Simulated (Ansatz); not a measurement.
# BH2F (SMILES BF): B3LYP/6-31G(d) (spherical functions)

What is the energy change on altering one bond length of BH2F at B3LYP/6-31G* (spherical functions)? 

The calculation is run with Ansatz 0.2.0.

48 further runs of the same task are left out: 48 set aside as unsound or not needed.

## 1. The molecule

BH2F has 4 atoms, charge 0, and is taken as a singlet. As SMILES, `BF`. The shape is that of a PBE0-D4/def2-TZVP optimisation.

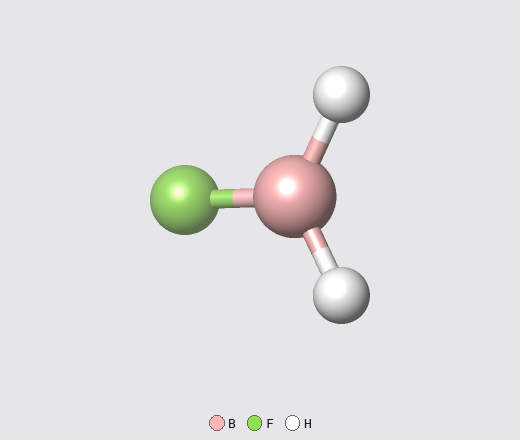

The structure, seen from a chosen angle (boron pink, fluorine green, hydrogen white).

## 2. The energy at B3LYP/6-31G(d) (spherical functions)

Contents of molecule.yaml:

```yaml
crystal:
  periodic: [false, false, false]
  atoms:
    - {symbol: B, position_ang: [-0.027300, -0.004000, -0.030800]}
    - {symbol: F, position_ang: [1.061200, -0.296700, 0.649900]}
    - {symbol: H, position_ang: [-1.012500, -0.649100, 0.186200]}
    - {symbol: H, position_ang: [0.034200, 0.889600, -0.825600]}
basis:
  gaussian: {orbitals: 6-31G_st_-spherical.json}
hamiltonian: {xc: {name: B3LYP}}
accuracy: high
output: {orbitals: {seedname: orbitals}}
```

The basis set 6-31G* is read from a file made from the Basis Set Exchange's data (not shown).

Launch:

```bash
$ ansatz run molecule.yaml --threads 1 --pin off --max-ram 3480MiB --events-out events.jsonl --progress --plain --runs-dir runs
```

The log of the run:

```text
Warning: RAYON_NUM_THREADS=1 ignored (pool sized by the plan → 1); use --threads N
Functional definition: B3LYP
  name "B3LYP"
  parameter a0 = 0.2
  parameter ax = 0.72
  parameter ac = 0.81
  exchange = (1 - a0 - ax)*slater_x + ax*b88_x + a0*exact_x
  correlation = (1 - ac)*vwn_rpa_c + ac*lyp_c
666 factors; integrals over basis functions are off by at most 2.7e-9 eV
mean field evaluation 1: about -3425.8175 eV, gradient 2.2e1 eV
mean field evaluation 2: about -3425.0238 eV, gradient 3.3e1 eV
mean field evaluation 4: about -3426.6009 eV, gradient 4.4e-1 eV
mean field evaluation 8: about -3426.5972 eV, gradient 3.6e-3 eV
mean field evaluation 16: about -3426.5972 eV, gradient 2.7e-8 eV
mean field -3426.59718459 eV, -125.9251239028 hartree, gradient 2.7e-8 eV, S^2 0.000000; 0 other end points of the search recorded, 0 dependent functions left out
reference -3426.59720966 eV, -125.9251248238 hartree; 8, 8 occupied and 24, 24 virtual orbitals, 666 factors
Total energy: -3426.59720966 eV, -125.9251248238 hartree
```

It took 0.97 s on 1 thread of Arm Neoverse V1, shared host.

## 3. The distorted shape

Contents of in.yaml:

```yaml
crystal:
  periodic: [false, false, false]
  atoms:
    - {symbol: B, position_ang: [0.120516, 0.092789, -0.063358]}
    - {symbol: F, position_ang: [1.209016, -0.199911, 0.617342]}
    - {symbol: H, position_ang: [-1.012500, -0.649100, 0.186200]}
    - {symbol: H, position_ang: [0.182016, 0.986389, -0.858158]}
basis:
  gaussian:
    orbitals: 6-31G_st_-spherical.json
output: {orbitals: {seedname: orbitals}}
hamiltonian:
  xc: {name: B3LYP}
accuracy: high
```

The basis set 6-31G* is read from a file made from the Basis Set Exchange's data (not shown).

Launch:

```bash
$ ansatz run in.yaml --threads 1 --pin off --max-ram 3480MiB --events-out events.jsonl --progress --plain --runs-dir runs
```

The log of the run:

```text
Warning: RAYON_NUM_THREADS=1 ignored (pool sized by the plan → 1); use --threads N
[... 7 set-up lines as earlier in the session ...]
665 factors; integrals over basis functions are off by at most 2.8e-9 eV
mean field evaluation 1: about -3425.5394 eV, gradient 2.2e1 eV
mean field evaluation 2: about -3424.5379 eV, gradient 3.5e1 eV
mean field evaluation 4: about -3426.3047 eV, gradient 4.3e-1 eV
mean field evaluation 8: about -3426.3015 eV, gradient 3.0e-3 eV
mean field evaluation 16: about -3426.3015 eV, gradient 1.1e-8 eV
mean field -3426.30152388 eV, -125.9142585722 hartree, gradient 2.1e-8 eV, S^2 0.000000; 0 other end points of the search recorded, 0 dependent functions left out
reference -3426.30154936 eV, -125.9142595084 hartree; 8, 8 occupied and 24, 24 virtual orbitals, 665 factors
Total energy: -3426.30154936 eV, -125.9142595084 hartree
```

Wall time 0.99 s (1 thread of Arm Neoverse V1, shared host).

## 4. Results

Level: B3LYP/6-31G* (spherical functions).

| quantity | value |
| --- | --- |
| first shape: total energy | -125.92512 Eh |
| first shape: HOMO energy | -8.85 eV |
| first shape: LUMO energy | -0.87 eV |
| first shape: HOMO–LUMO gap | 7.99 eV |
| distorted shape: total energy | -125.91426 Eh |
| distorted shape: HOMO energy | -8.63 eV |
| distorted shape: LUMO energy | -0.95 eV |
| distorted shape: HOMO–LUMO gap | 7.68 eV |
| energy change with the B1–H3 bond stretched from 1.197 to 1.377 Å | 0.296 eV |

In words: With the B1–H3 bond stretched from 1.197 to 1.377 Å the energy rises by 0.30 eV (6.8 kcal/mol). The first shape isn't relaxed at this level, so the change isn't measured from a minimum.
